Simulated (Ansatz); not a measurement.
We consider rutile MnO₂, described by RPBE (plane waves, PAW; Ansatz, a first-principles code).

Run with plane-wave cutoff 520 eV, 8×8×12 k mesh (along the axes of the cell as run), Fermi–Dirac smearing 0.01 eV, spin-polarised with opposed moments, scalar-relativistic PAW data made under PBE.

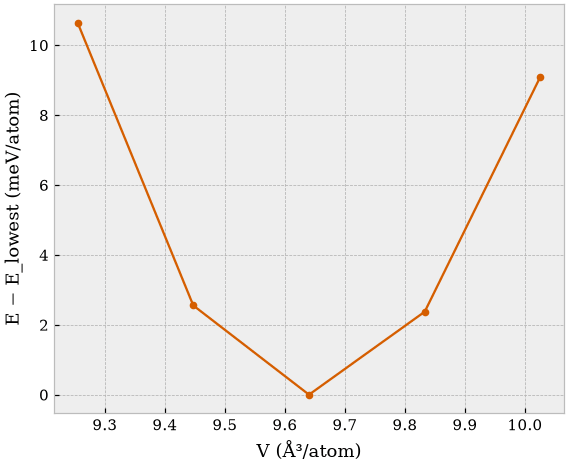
Total energy against volume

Q: From the curve, estimate the equilibrium volume and the bulk modulus.

A: V0 ≈ 9.6 Å³/atom and B0 ≈ 200 GPa; the fit gives V0 = 9.640 Å³/atom, B0 = 204 GPa, B′ = 5.0.

Shape and atoms are relaxed at each volume.

Note: the gap of the solid is closed in this run; the collinear magnetic order is the start's and need not be the measured one; this level leaves the solid without a gap, although one is measured; the bulk modulus comes from volumes at which shape and atoms were relaxed.

Computed values are for the static lattice.

The result took about 23 core-minutes (a rough figure).
